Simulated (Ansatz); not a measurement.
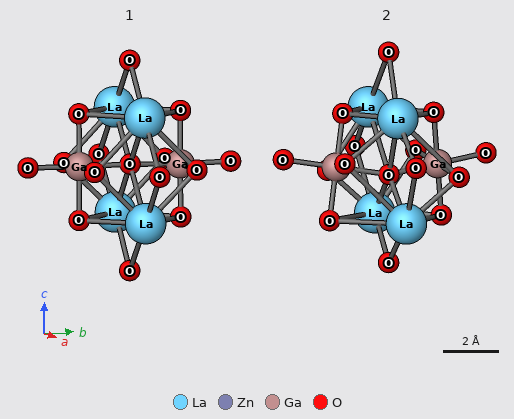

Two geometries of a defect cell of composition La$_{8}$Zn$_{2}$Ga$_{6}$O$_{24}$, drawn at one scale. One is the start of a relaxation, the other its converged end. A ball-and-stick model of the atoms within 4.2 Å of the atom that moves most (axes of the cell of the calculation), seen slightly off an axis.

Computed with DFT, PBEsol, PAW, plane waves (Ansatz). Set-up: plane-wave cutoff 420 eV; k-point mesh 1 × 1 × 1; mesh shifted by (0.25, 0.25, 0.25); collinear spin; atoms relaxed in a fixed cell; force threshold 0.03 eV/Å; at most 80 steps.

Question: Which of the two is the end point?

Answer: Structure 2 is the relaxed one. The atoms of the start lie slightly off their symmetric places, so part of the fall in energy undoes that. The atom that moves furthest is an O atom (0.43 Å along [2 0 −3]). Largest moves by element: O 0.43 Å, La 0.18 Å, Ga 0.04 Å, Zn 0.02 Å. The cell stays as it was. Among the contacts that change: La–O 2.710 → 3.228 Å, La–O 2.715 → 3.205 Å, La–O 2.757 → 3.235 Å, La–O 2.753 → 3.197 Å. Among the angles between lasting bonds that change: Ga–O–Ga 176.5° → 156.8°, La–O–La 179.2° → 164.1°, La–O–Ga 90.2° → 104.5°. The energy falls by 2.407 eV per cell of the calculation in 8 geometry steps. The largest force component goes from 1.5 to 0.029 eV/Å. Cost: 110 s on 7 threads of Arm Neoverse-V2, peak memory 1.6 GiB.

Limits of the set-up: the periodic images lie only 7.7 Å apart, so the values are limited by the cell's size.
